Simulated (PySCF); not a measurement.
```xyz
17

C    -2.4099   -0.7054    0.1810
C    -1.2894   -1.4164    0.3493
C    -0.0302   -0.7064    0.1716
C     1.2279   -1.2729    0.3036
C     2.3539   -0.4883    0.1069
C     2.2247    0.8508   -0.2182
C     0.9641    1.4204   -0.3498
C    -0.1673    0.6549   -0.1580
Si   -2.0040    1.0827   -0.2528
H    -3.3873   -1.1465    0.2914
H    -1.2675   -2.4677    0.6040
H     1.3313   -2.3193    0.5571
H     3.3371   -0.9254    0.2083
H     3.1074    1.4554   -0.3698
H     0.8708    2.4674   -0.6041
H    -2.4294    2.0481    0.7630
H    -2.4392    1.4806   -1.5934
```

Geometry: GFN2-xTB.

Level of theory: PySCF, PBE0/pcSseg-1, SCF density, gas phase, non-relativistic.

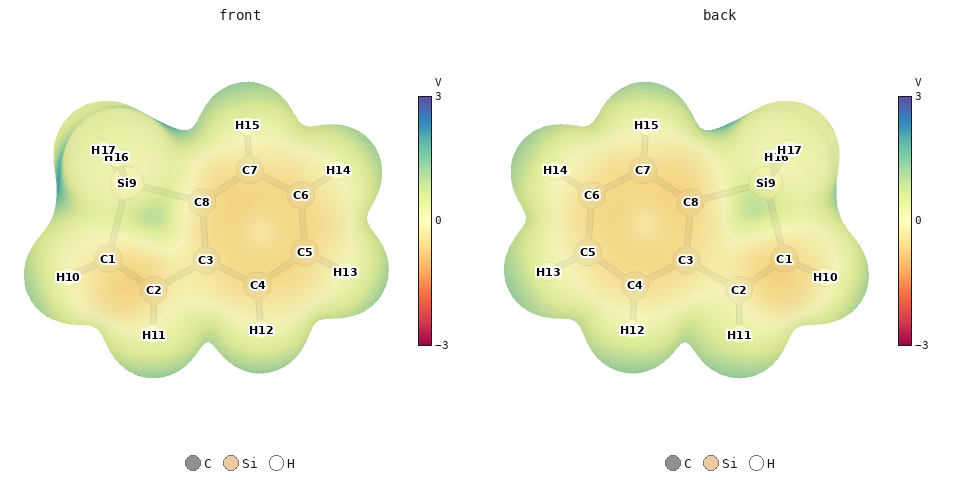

C$_{8}$H$_{8}$Si (SMILES C1=Cc2ccccc2[SiH2]1). The molecular electrostatic potential painted on the density surface at 0.004 e/bohr³, seen from the front and from behind; red is negative and blue positive.

### Which sites attract a positive test charge, and which a negative one?

A positive charge is drawn to the negative regions and a negative charge to the positive ones. The most negative region (about −0.7 V) lies over the π face of C1, C2, C7 and C8, the most positive (about +2.0 V) over Si9.

### How polar is the molecule by this calculation?

Its dipole moment is 0.26 D.
